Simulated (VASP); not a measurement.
Here is the system:

```yaml
crystal:
  lattice:
    - [0.00000, 2.02696, 2.02696]
    - [2.02696, 0.00000, 2.02696]
    - [2.02696, 2.02696, 0.00000]
  atoms:
    - { symbol: Ag, position: [0.00000, 0.00000, 0.00000] }
```

Method: revTPSS meta-GGA, VASP's PBE PAW potentials (set 64) (plane waves; VASP). Numerical set-up: 520 eV cut-off, 17×17×17 Γ-centred mesh, tetrahedra with Blöchl corrections, potentials Ag.

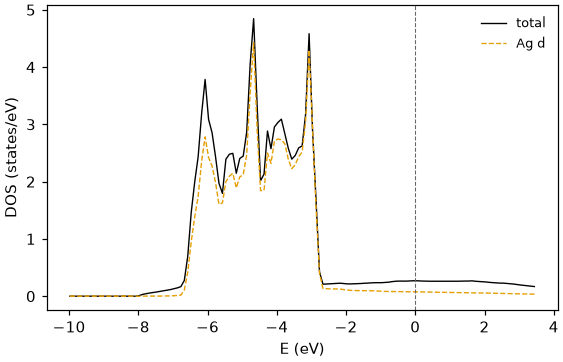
Figure: Total and projected density of states, zero at the Fermi level

Within 2 eV below the Fermi level the largest weight inside VASP's projection spheres is Ag d, then Ag p.

It has no gap at this level: it comes out as a metal or semimetal.

The compound is Ag in the fcc structure. It was relaxed first.
